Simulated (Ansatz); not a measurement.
Method: PBE (plane waves to 420 eV, PAW; Ansatz, a program for electronic structure).

Host crystal: monoclinic ZrO2, with a band gap (PBE, scalar-relativistic without spin-orbit coupling).

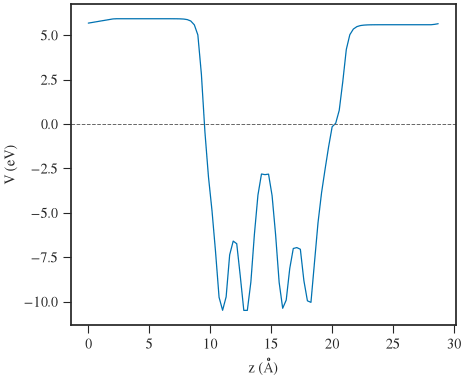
*Electrostatic potential energy of an electron, averaged over planes parallel to the surface, in eV from the highest filled level, for Au on the 1x1 (100) surface of monoclinic ZrO2 (cut with top plane 2 O), one in a 1x1 cell, started at the site 'hollow O-O-O'*

Model: 25-atom slab, 9.4 Å thick at the start under the adsorbate (thin: gaps and levels are the slab's own), 4x4x1 mesh, Fermi-Dirac 0.01 eV, dipole correction, 12 atoms held, the rest relaxed; no symmetry held; spin-polarised, ending with about 1.0 μB a cell; orders that need a larger cell were not tried, no spin-orbit, no U, no dispersion correction. At the end it is bonded to O + 2 Zr. In PBE it is, or lies within 0.03 eV of, the lowest of the starts that converged.

The vacuum level lies 5.58 eV above the highest filled level over the top face and 5.92 eV above it under the bottom face.
